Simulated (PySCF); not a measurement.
# AlNH4 (AlH2(NH2)): levels of theory compared

Wanted: a comparison of 6 runs (PBE/STO-6G, SVWN5/STO-6G, BCCD(T)/STO-6G, CCSDT(Q)/STO-6G, CISD/STO-6G, FCI/STO-6G) of AlNH4 (AlH2(NH2)). Input form: a Python script.

Program for the calculation: PySCF 2.14.0.

2 further runs of the same task are left out: 2 set aside as unsound or not needed.

## (1) The system as given

The species is AlNH4 (6 atoms), meant as a singlet with charge 0. SMILES: `[H][Al]([H])[NH2]`. The Al1–H2 distance was set to 1.849 Å, away from the relaxed value.

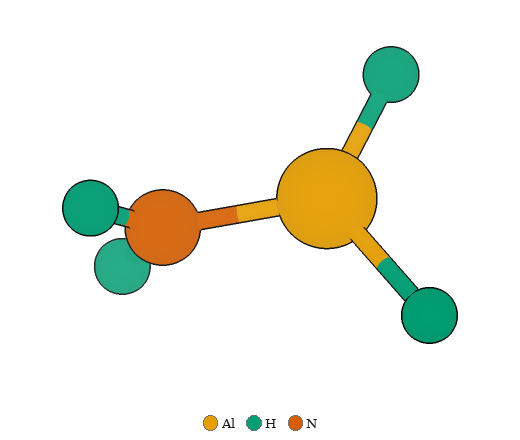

The structure, seen from a chosen angle (aluminium amber, hydrogen teal, nitrogen orange).

## (2) The energy at PBE/STO-6G (run 1)

File job.py:

```python
from pyscf import gto, dft

mol = gto.M(
    atom='''
Al   0.103213   0.700917  -0.003137
H    1.951140   0.754090   0.040220
H   -0.625547   2.059687  -0.027797
N   -0.785767  -0.835873  -0.013917
H   -1.111837  -1.346793  -0.826997
H   -1.071237  -1.376353   0.795493
''',
    spin=0,
    verbose=4,
    max_memory=1860,
    basis='sto-6g',
    charge=0,
)

myscf = dft.RKS(mol)
myscf.xc = 'pbe'
myscf.conv_tol = 1e-10
myscf.grids.level = 5
myscf.kernel()
if not myscf.converged:
    myscf = myscf.newton().run(myscf.mo_coeff, myscf.mo_occ)

e_tot = myscf.e_tot
print('E = %.10f Eh' % e_tot)
```

On the command line:

```bash
$ OMP_NUM_THREADS=1 python job.py
```

What it wrote:

```text
PySCF version 2.14.0

[... 77 lines left out ...]
converged SCF energy = -298.170778426845
E = -298.1707784268 Eh
```

It took 8.4 s on 1 thread of Intel Xeon Platinum 8259CL at 2.50GHz (Skylake/Cascade Lake), shared host; peak memory 0.19 GiB.

## (3) A single-point energy at SVWN5/STO-6G (run 2)

File input.xyz:

```xyz
6
AlH4N
Al     0.103213     0.700917    -0.003137
H      1.951140     0.754090     0.040220
H     -0.625547     2.059687    -0.027797
N     -0.785767    -0.835873    -0.013917
H     -1.111837    -1.346793    -0.826997
H     -1.071237    -1.376353     0.795493
```

File run.py:

```python
from pyscf import gto, dft

mol = gto.M(
    atom='input.xyz',
    max_memory=1860,
    basis='sto-6g',
    charge=0,
    verbose=3,
)

mf = dft.RKS(mol, xc='svwn')
mf.grids.level = 5
mf.conv_tol = 1e-10
mf.kernel()
if not mf.converged:
    mf = mf.newton().run(mf.mo_coeff, mf.mo_occ)

e_tot = mf.e_tot
print('E = %.10f Eh' % e_tot)
```

On the command line:

```bash
$ OMP_NUM_THREADS=1 python run.py
```

What it wrote:

```text
converged SCF energy = -296.797149388152
E = -296.7971493882 Eh
```

Wall time 5.4 s (1 thread of Intel Xeon Platinum 8259CL at 2.50GHz (Skylake/Cascade Lake), shared host); peak memory 0.14 GiB.

Runs 3 to 5 aren't shown in full; the table further down has their settings and results.

## (4) A single-point energy at FCI/STO-6G (run 6)

File mol.xyz:

```xyz
6
AlH4N
Al     0.103213     0.700917    -0.003137
H      1.951140     0.754090     0.040220
H     -0.625547     2.059687    -0.027797
N     -0.785767    -0.835873    -0.013917
H     -1.111837    -1.346793    -0.826997
H     -1.071237    -1.376353     0.795493
```

File input.py:

```python
from pyscf import gto, mcscf
from pyscf import fci

mol = gto.M(
    atom='mol.xyz',
    max_memory=1860,
    verbose=3,
    basis='sto-6g',
    spin=0,
)

hf = mol.RHF()
hf.conv_tol = 1e-10
hf.kernel()
if not hf.converged:
    hf = hf.newton().run(hf.mo_coeff, hf.mo_occ)

cas = mcscf.CASCI(hf, hf.mo_coeff.shape[-1] - 6, (mol.nelec[0] - 6, mol.nelec[1] - 6))  # full CI above the frozen core
cas.fcisolver = fci.direct_spin0.FCI(mol)  # even spin states alone
cas.kernel()
print('<S^2> = %.4f' % cas.fcisolver.spin_square(cas.ci, cas.ncas, cas.nelecas)[0])
e_final = cas.e_tot
print(f'total energy: {e_final:.8f} hartree')
```

On the command line:

```bash
$ OMP_NUM_THREADS=1 python input.py
```

What it wrote:

```text
converged SCF energy = -297.533963664179
CASCI E = -297.640738566210  E(CI) = -29.3905021289659  S^2 = 0.0000000
<S^2> = 0.0000
total energy: -297.64073857 hartree
```

Wall time 11 s (1 thread of Intel Xeon Platinum 8259CL at 2.50GHz (Skylake/Cascade Lake), shared host); peak memory 0.3 GiB.

## (5) Overview of the runs

| run | level | integration grid | frozen core orbitals | energy (Eh) | dipole moment (D) of the reference | HOMO energy (eV) | LUMO energy (eV) | wall time |
| --- | --- | --- | --- | --- | --- | --- | --- | --- |
| 1 | PBE/STO-6G | 5 | – | -298.170778 | 1.00 | -0.83 | 3.09 | 8.4 s |
| 2 | SVWN5/STO-6G | 5 | – | -296.797149 | 1.00 | -0.71 | 2.94 | 5.4 s |
| 3 | BCCD(T)/STO-6G | – | 6 | -297.640335 | – | – | – | 2.8 s |
| 4 | CCSDT(Q)/STO-6G | – | 6 | -297.640732 | 0.76 | -6.89 | 8.74 | 3.6 s |
| 5 | CISD/STO-6G | – | 6 | -297.634135 | 0.76 | -6.89 | 8.74 | 1.9 s |
| 6 | FCI/STO-6G | – | 6 | -297.640739 | 0.76 | -6.89 | 8.74 | 11 s |

## (6) What came out

| quantity | value |
| --- | --- |
| run 6: total energy | -297.64074 Eh |
| run 6: dipole moment (Hartree–Fock density) | 0.76 D |
| run 6: HOMO energy (Hartree–Fock orbitals) | -6.89 eV |
| run 6: LUMO energy (Hartree–Fock orbitals) | 8.74 eV |
| run 6: HOMO–LUMO gap (Hartree–Fock orbitals) | 15.63 eV |
| run 6: correlation energy (6 core orbitals frozen) | -106.8 mEh |

**Reading.** Against full CI in this basis: BCCD(T) +0.4 mEh; CCSDT(Q) +0.0 mEh; CISD +6.6 mEh. Totals of different functionals can't be ranked against each other. In runs 1, 2, 3, 4, 5, 6 the basis is minimal, so the values are rough. All runs together took 34 s, the longest 11 s.
